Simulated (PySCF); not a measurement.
C₃H₃ClO₂Si (SMILES O=C=C(C=O)[SiH2]Cl)

```xyz
10

O     2.3972   -1.3829   -0.8923
C     1.5499   -0.6668   -0.5616
C     0.5387    0.0532   -0.1922
C     0.4980    1.4739    0.0470
O    -0.5111    2.0454    0.3852
Si   -1.1749   -0.7416    0.1303
Cl   -1.4712   -0.7522    2.1036
H     1.4476    2.0147   -0.0971
H    -2.1476    0.0735   -0.5765
H    -1.1176   -2.1125   -0.3689
```

Geometry: GFN2-xTB.

Level of theory: PBE0/pcSseg-1, SCF density, gas phase, non-relativistic (PySCF 2.14.0).

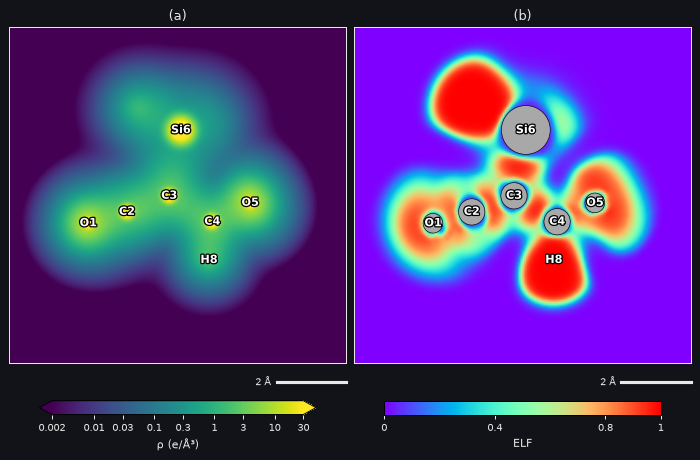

Figure 1. (a) electron density; (b) ELF on the plane of atoms C4, C3 and Si6. Grey discs cover the atomic cores in the ELF map.

> Describe what can be read from this map.

The section cuts through O, C, Si and H sites. C–O (1.16 Å): ρ is about 3.7 e/Å³ halfway; the ELF peaks at about 0.85 between the atoms; a short, multiple covalent bond. C–C (1.30 Å): ρ is about 2.3 e/Å³ halfway; the ELF peaks at about 0.90 between the atoms: a short, multiple covalent bond. C–Si (1.92 Å): the density is about 0.83 e/Å³ at the midpoint; the ELF peaks at about 0.95 between the atoms (a shared electron pair). C–H (1.10 Å): the density is about 2 e/Å³ at the midpoint; the ELF climbs to about 1 towards the hydrogen, as it does in any bond to H (an ordinary covalent bond to hydrogen). C–O (1.21 Å): ρ at the midpoint is about 3.3 e/Å³; the ELF peaks at about 0.85 between the atoms; a multiple bond. The ELF also peaks beside O1 and O5, away from the bonds: lone-pair regions.

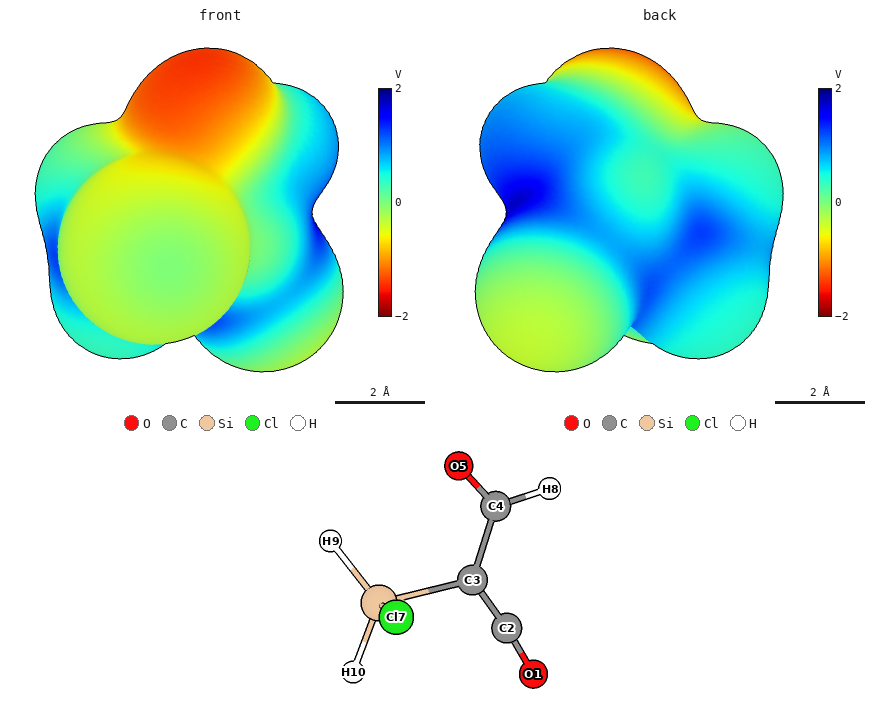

Figure 2. The electrostatic potential painted on the density surface at 0.001 e/bohr³, seen from the front and from behind; red is negative and blue positive. The bare structure is drawn below in the same view.

> Where is the surface potential most negative and most positive?

The most negative region (about −1.4 V) lies over O5, the most positive (about +1.7 V) over C2. O5 is the likeliest acceptor of a hydrogen bond.
